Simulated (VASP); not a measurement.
Band structure of SrCl2 (fluorite). Calculation: SCAN meta-GGA, VASP's PBE PAW potentials (set 64) (plane waves; VASP).

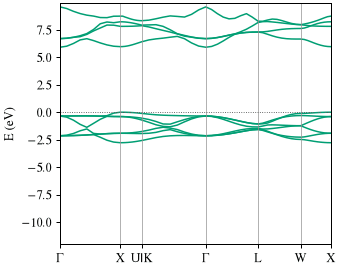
Bands along high-symmetry lines, zero at the valence-band maximum or, without a gap, the Fermi level

### Question
Read the plot: is there a gap, and where are the band edges?

### Answer
The gap is indirect, 5.91 eV, from the valence maximum at X to the conduction minimum at Γ.

Measured: gap 7.50 eV (computed value off by -1.59 eV), as given by Andrés Aguado et al., Journal of the Physical Society of Japan (1999), arXiv:cond-mat/9901145.

The compound is SrCl2 in the fluorite structure. It was relaxed first.
